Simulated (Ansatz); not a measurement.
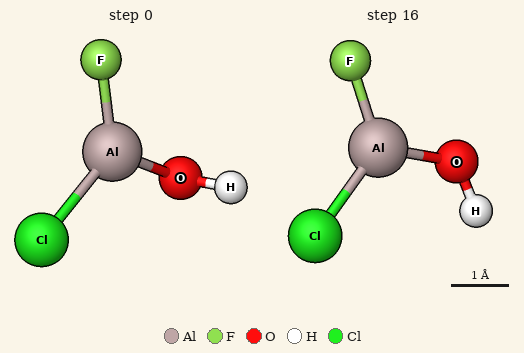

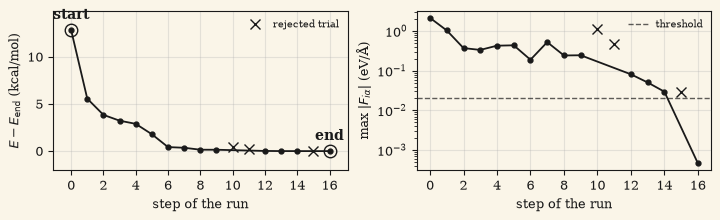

First and last geometry of a relaxation of AlHOClF, with the history of the run. The picture is a ball-and-stick view, seen from a free direction.

The run prepares the start of a later molecular dynamics calculation, from a guessed geometry.

Method: Ansatz 0.2.0, RKS PBE0-D4/def2-mTZVP.

The input:
```yaml
crystal:
  periodic: [false, false, false]
  atoms:
    - { symbol: Al, position_ang: [0.0, 0.0, 0.0] }
    - { symbol: F, position_ang: [0.0, 0.0, 1.69] }
    - { symbol: O, position_ang: [1.5415, 0.0, -0.89] }
    - { symbol: H, position_ang: [1.8414, -0.9519, -1.0449] }
    - { symbol: Cl, position_ang: [-1.9312, 0.0, -1.115] }
basis:
  gaussian: { orbitals: def2-mTZVP }
hamiltonian:
  xc: pbe0
  dispersion: d4
relax:
  f_tol: 0.02
  max_steps: 40
```

Launched with:
```bash
ansatz run input.yaml --threads 1 --pin off --max-ram 2048MiB --backend cpu --events-out ev --progress --plain --runs-dir out
```

Question: What do the curves and the structures tell?

Answer: It converged. Over 13 accepted moves (16 points after the start) the energy falls by 12.8 kcal/mol. Largest force component: 2.1 eV/Å at the start, 0.00047 eV/Å at the end. The line search rejected the trial steps at points 10, 11, 15 of the run. The atom that moves furthest after the best rigid fit is H4 (0.58 Å). Largest moves by element: H 0.58 Å, O 0.54 Å, Cl 0.24 Å, F 0.24 Å, Al 0.12 Å. Among the contacts that change: Al1–Cl5 2.230 → 2.082 Å, Al1–O3 1.780 → 1.680 Å, Al1–F2 1.690 → 1.637 Å, O3–H4 1.010 → 0.960 Å. Among the angles between lasting bonds that change: Al1–O3–H4 109.5° → 122.7°, O3–Al1–Cl5 120.0° → 123.0°. Groups turn about Al1–O3 by about 90°. Cost: 51 s on 1 thread of Arm Neoverse V2, on a shared host, peak memory 0.16 GiB.

| step | E − E(0), kcal/mol | largest force component, eV/Å | note |
| --- | --- | --- | --- |
| 0 | 0.00 | 2.1450 |  |
| 1 | -7.28 | 1.0355 |  |
| 2 | -9.00 | 0.3719 |  |
| 3 | -9.62 | 0.3345 |  |
| 4 | -9.95 | 0.4279 |  |
| 5 | -11.06 | 0.4370 |  |
| 6 | -12.42 | 0.1892 |  |
| 7 | -12.49 | 0.5256 |  |
| 8 | -12.70 | 0.2424 |  |
| 9 | -12.70 | 0.2453 |  |
| 10 | -12.43 | 1.1523 | rejected |
| 11 | -12.65 | 0.4740 | rejected |
| 12 | -12.83 | 0.0813 |  |
| 13 | -12.84 | 0.0506 |  |
| 14 | -12.84 | 0.0296 |  |
| 15 | -12.84 | 0.0289 | rejected |
| 16 | -12.84 | 0.0005 |  |
